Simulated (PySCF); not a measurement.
**CH3AlBrFO (SMILES C[O][Al]([F])[Br]): levels of theory compared**

We compute a comparison of 6 runs (HF/STO-3G, HF/def2-SVP, B3LYP/6-31G*, r2SCAN/6-31G**, SVWN5/6-311G**, r2SCAN/def2-SVPD) of CH3AlBrFO. The job is set up through a Python script.

Program for the calculation: PySCF 2.14.0.

## (1) Starting point

The species is CH3AlBrFO (8 atoms), meant as a singlet with charge 0. As SMILES, `C[O][Al]([F])[Br]`. Geometry: relaxed at PBE0-D4/def2-TZVP. This is one conformer, not always the lowest.

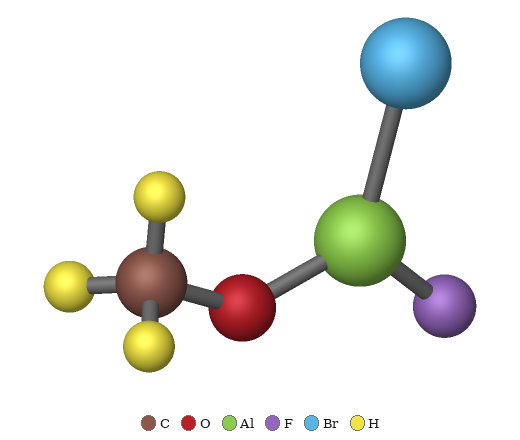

The structure, seen from a chosen angle (carbon brown, oxygen red, aluminium green, fluorine purple, bromine blue, hydrogen yellow).

## (2) Energy and forces at HF/STO-3G (run 1)

File start.xyz:

```xyz
8
CH3AlBrFO
C      0.486400    -0.149200     1.207600
O     -0.272100    -0.619600     0.127000
Al    -0.662100    -0.076700    -1.395800
F     -1.618000    -0.999800    -2.348500
Br     0.082600     1.878400    -2.177400
H      0.945800     0.824000     1.002200
H      1.281200    -0.864000     1.438700
H     -0.151600    -0.050200     2.090400
```

File calc.py:

```python
import pyscf.grad
from pyscf import gto

mol = gto.M(
    atom='start.xyz',
    verbose=3,
    spin=0,
    basis='sto-3g',
    max_memory=1860,
)

mf = mol.RHF()
mf.conv_tol = 1e-10
mf.kernel()
if not mf.converged:
    mf = mf.newton().run(mf.mo_coeff, mf.mo_occ)

energy = mf.e_tot
print(f'total energy: {energy:.8f} hartree')
grad = mf.Gradients().kernel()
mf.analyze()
```

Launch:

```
$ OMP_NUM_THREADS=1 python calc.py
```

The program printed:

```text
converged SCF energy = -2994.8774732626
total energy: -2994.87747326 hartree
--------------- RHF gradients ---------------
         x                y                z
0 C     0.0023826636    -0.0073915390     0.0142466001
1 O     0.0183249667     0.0108457509     0.0267797156
2 Al    -0.0036487708    -0.0049816410    -0.0018928309
3 F    -0.0161268721    -0.0140720352    -0.0179134120
4 Br     0.0073633753     0.0200399563    -0.0085913792
5 H    -0.0034372320    -0.0020453124    -0.0050277136
6 H    -0.0034137211    -0.0006209279    -0.0033530745
7 H    -0.0014444096    -0.0017742517    -0.0042479055
----------------------------------------------
**** MO energy ****
MO #1   energy= -484.392746560386  occ= 2
MO #2   energy= -63.1229464046974  occ= 2
MO #3   energy= -57.8797462359018  occ= 2
MO #4   energy= -57.6722135405814  occ= 2
MO #5   energy= -57.670772521629   occ= 2
MO #6   energy= -57.6706890983536  occ= 2
MO #7   energy= -25.8080454658953  occ= 2
MO #8   energy= -20.1645637153458  occ= 2
MO #9   energy= -11.0942797117962  occ= 2
MO #10  energy= -9.07762182127269  occ= 2
MO #11  energy= -6.82730206611283  occ= 2
MO #12  energy= -6.81828235804042  occ= 2
MO #13  energy= -6.81780041998551  occ= 2
MO #14  energy= -4.80835272397462  occ= 2
MO #15  energy= -3.03840667964706  occ= 2
MO #16  energy= -3.03750759538339  occ= 2
MO #17  energy= -3.03739797441805  occ= 2
MO #18  energy= -2.18204295841221  occ= 2
MO #19  energy= -2.1791775463263   occ= 2
MO #20  energy= -2.17873611564313  occ= 2
MO #21  energy= -2.17039943074735  occ= 2
MO #22  energy= -2.17039364714701  occ= 2
MO #23  energy= -1.41043349309804  occ= 2
MO #24  energy= -1.23968558426871  occ= 2
MO #25  energy= -0.872422784520379 occ= 2
MO #26  energy= -0.841152298365575 occ= 2
MO #27  energy= -0.585052994824293 occ= 2
MO #28  energy= -0.573284895040202 occ= 2
MO #29  energy= -0.543457213235404 occ= 2
MO #30  energy= -0.46958060626297  occ= 2
MO #31  energy= -0.435834257180931 occ= 2
MO #32  energy= -0.432099529341449 occ= 2
MO #33  energy= -0.385771888124528 occ= 2
MO #34  energy= -0.336122343379967 occ= 2
MO #35  energy= -0.320357474764256 occ= 2
MO #36  energy= -0.302354738077442 occ= 2
MO #37  energy= -0.300670615703524 occ= 2
MO #38  energy= 0.327989222037952  occ= 0
MO #39  energy= 0.333671988139926  occ= 0
MO #40  energy= 0.552937876813406  occ= 0
MO #41  energy= 0.648622774186856  occ= 0
MO #42  energy= 0.697699388145989  occ= 0
MO #43  energy= 0.69809474862562   occ= 0
MO #44  energy= 0.727929450931448  occ= 0
MO #45  energy= 0.819613074478533  occ= 0
 ** Mulliken atomic charges  **
charge of    0C =      0.00249
charge of    1O =     -0.35859
charge of    2Al =      0.87903
charge of    3F =     -0.27759
charge of    4Br =     -0.31849
charge of    5H =      0.01908
charge of    6H =      0.02706
charge of    7H =      0.02699
Dipole moment(X, Y, Z, Debye):  0.01918, -1.04640,  1.33157
```

Wall time 3.3 s (1 thread of Intel Xeon at 2.70GHz, shared host); peak memory 0.12 GiB.

## (3) Energy and gradient at HF/def2-SVP (run 2)

File geometry.xyz:

```xyz
8
CH3AlBrFO
C      0.486400    -0.149200     1.207600
O     -0.272100    -0.619600     0.127000
Al    -0.662100    -0.076700    -1.395800
F     -1.618000    -0.999800    -2.348500
Br     0.082600     1.878400    -2.177400
H      0.945800     0.824000     1.002200
H      1.281200    -0.864000     1.438700
H     -0.151600    -0.050200     2.090400
```

File run.py:

```python
import pyscf.grad
from pyscf import gto

mol = gto.Mole()
mol.atom = 'geometry.xyz'
mol.spin = 0
mol.verbose = 3
mol.basis = 'def2-svp'
mol.max_memory = 1860
mol.charge = 0
mol.build()

hf = mol.RHF()
hf.conv_tol = 1e-10
hf.kernel()
if not hf.converged:
    hf = hf.newton().run(hf.mo_coeff, hf.mo_occ)

etot = hf.e_tot
print(f'total energy: {etot:.8f} hartree')
grad = hf.Gradients().kernel()
dip = hf.dip_moment()
pop, q = hf.mulliken_pop()
```

Launch:

```
$ OMP_NUM_THREADS=1 python run.py
```

The program printed:

```text
converged SCF energy = -3027.88689109757
total energy: -3027.88689110 hartree
[... 8 lines left out ...]
Dipole moment(X, Y, Z, Debye):  1.20414,  0.62458,  1.86445
[... 116 lines left out ...]
charge of    7H =      0.02698
```

It took 13 s on 1 thread of Intel Xeon at 2.70GHz, shared host; peak memory 0.24 GiB.

Runs 3 to 5 aren't shown in full; the table further down has their settings and results.

## (4) Energy and gradient at r2SCAN/def2-SVPD (run 6)

File calc.py:

```python
from pyscf import gto, dft

molecule = gto.M(
    atom='''
C      0.919163    -0.281947     2.282033
O     -0.514194    -1.170874     0.239995
Al    -1.251188    -0.144942    -2.637680
F     -3.057577    -1.889348    -4.438022
Br     0.156091     3.549662    -4.114690
H      1.787303     1.557134     1.893884
H      2.421117    -1.632723     2.718749
H     -0.286482    -0.094864     3.950283
''',
    unit='bohr',
    max_memory=1860,
    basis='def2-svpd',
    verbose=3,
)

myscf = dft.RKS(molecule)
myscf.xc = 'r2scan'
myscf.grids.level = 5
myscf.conv_tol = 1e-10
myscf.kernel()
if not myscf.converged:
    myscf = myscf.newton().run(myscf.mo_coeff, myscf.mo_occ)

etot = myscf.e_tot
print('Final energy', etot)
grad = myscf.nuc_grad_method().kernel()
dip = myscf.dip_moment()
pop, q = myscf.mulliken_pop()
```

Launch:

```
$ OMP_NUM_THREADS=1 python calc.py
```

The program printed:

```text
converged SCF energy = -3031.08022047727
Final energy -3031.0802204772663
[... 8 lines left out ...]
Dipole moment(X, Y, Z, Debye):  1.07700,  0.54041,  1.69033
[... 164 lines left out ...]
charge of    7H =     -0.06107
```

It took 1.9 min on 1 thread of Intel Xeon at 2.70GHz, shared host; peak memory 1.9 GiB.

## (5) The series

```
run                                 level  Cartesian functions  integration grid   energy (Eh)  dipole moment (D)  HOMO energy (eV)  LUMO energy (eV)  wall time
  1                             HF/STO-3G                   no                 –  -2994.877473               1.69             -8.18              8.93      3.3 s
  2                           HF/def2-SVP                   no                 –  -3027.886891               2.31            -11.83              2.18       13 s
  3    B3LYP/6-31G* (Cartesian functions)                  yes                 5  -3031.475636               2.08             -8.22             -1.18       55 s
  4  r2SCAN/6-31G** (spherical functions)                   no                 5  -3031.268422               2.07             -7.31             -1.31       69 s
  5                        SVWN5/6-311G**                   no                 5  -3025.650725               2.21             -7.23             -2.10       43 s
  6                      r2SCAN/def2-SVPD                   no                 5  -3031.080220               2.08             -7.56             -1.53    1.9 min
```

## (6) Outcome

| quantity | value |
| --- | --- |
| run 6: total energy | -3031.08022 Eh |
| run 6: dipole moment | 2.08 D |
| run 6: HOMO energy | -7.56 eV |
| run 6: LUMO energy | -1.53 eV |
| run 6: HOMO–LUMO gap | 6.04 eV |
| run 6: largest force on an atom | 0.908 eV/Å |

In words: The dipole moment (its size) runs from 1.69 D (HF/STO-3G) to 2.31 D (HF/def2-SVP). The HOMO–LUMO gap runs from 5.12 eV (SVWN5/6-311G**) to 17.11 eV (HF/STO-3G). The two ends differ in method and basis. Totals of different functionals can't be ranked against each other. In run 1 the basis is minimal, so the values are rough. All runs together took 4.9 min, the longest 1.9 min.
